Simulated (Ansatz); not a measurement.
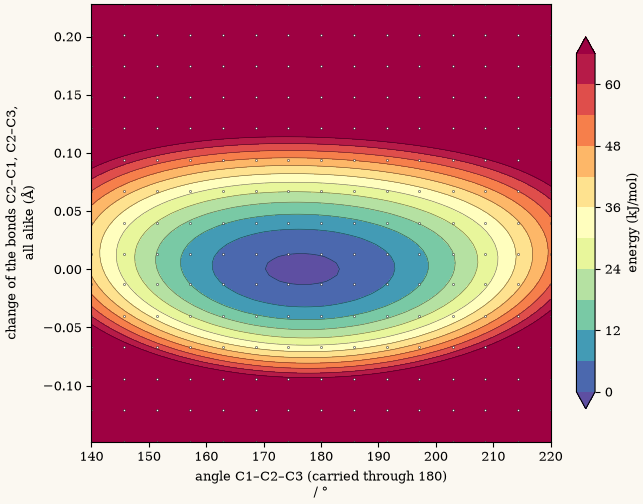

C3H4OS, SMILES C#CC(O)S. 
- The first coordinate is: angle C1–C2–C3 (carried through 180); the second: change of the bonds C2–C1, C2–C3, all alike.
- Nothing is relaxed (all other coordinates rigid).
- Grid: 15 × 15 points.
- Points are written as (first, second).
- Energies are in kJ/mol, from the lowest grid point.
- The calculation used Ansatz, RKS PBE-D4/def2-SVP.

In the figure: filled contours, dots at the grid points, one colour for all values above the top of the scale. Between grid points the surface is interpolated.

Question: Where is the minimum, and how stiff is the well along each coordinate?

Answer: The interpolated minimum is at the first coordinate ≈ 176.7°, the second coordinate ≈ 0.000 Å. The curvatures there are about 1.9 eV/rad² and 134 eV/Å², with a cross term of about 0.5 eV/(rad·Å). Round the minimum the two coordinates are nearly uncoupled. (1 eV is 96.5 kJ/mol.)
